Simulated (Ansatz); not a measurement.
```yaml
crystal:
  lattice:
    - [3.00981, 0.00000, 0.00000]
    - [0.00000, 3.00981, 0.00000]
    - [0.00000, 0.00000, 3.00981]
  atoms:
    - { symbol: Si, position: [0.50000, 0.50000, 0.50000] }
    - { symbol: F, position: [0.00000, 0.00000, 0.00000] }
```

Space group Pm-3m; a generated structure, not necessarily the stable one.

All numbers below come from Kohn-Sham DFT of a periodic cell, PBEsol with D4, Ansatz PAW (Ansatz).

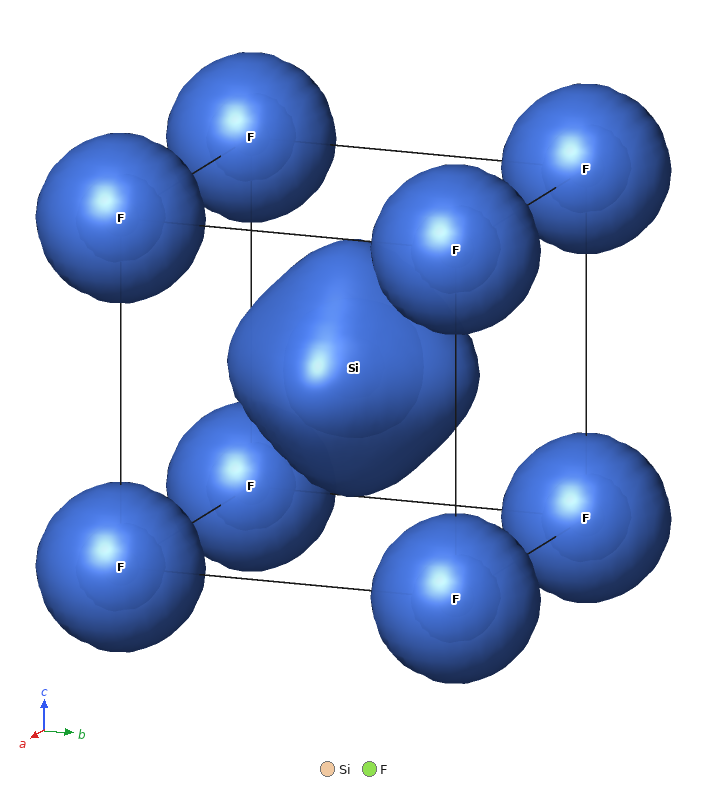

SiF. Isosurface of the electron localisation function at 0.75 (blue), seen slightly off an axis. Core shells and regions of very low density are left out.

Core electrons are frozen (PAW), and the valence fields are smoothed inside the atomic spheres.

Q: Identify the bonds, lone pairs and shells in this picture.

A: The ELF exceeds this value in one region wrapped around F (its valence shell), one region wrapped around Si (its valence shell) and one small core shell on Si, counted in one cell of 2 atoms. Regions shared between cells count once. Profiles from the grid: Si–F (2.61 Å): the ELF peaks at about 0.80 in the valence shell of Si, 0.8 Å from its nucleus, and drops to about 0.15 between the two atoms; no shared electron pair shows on this line.
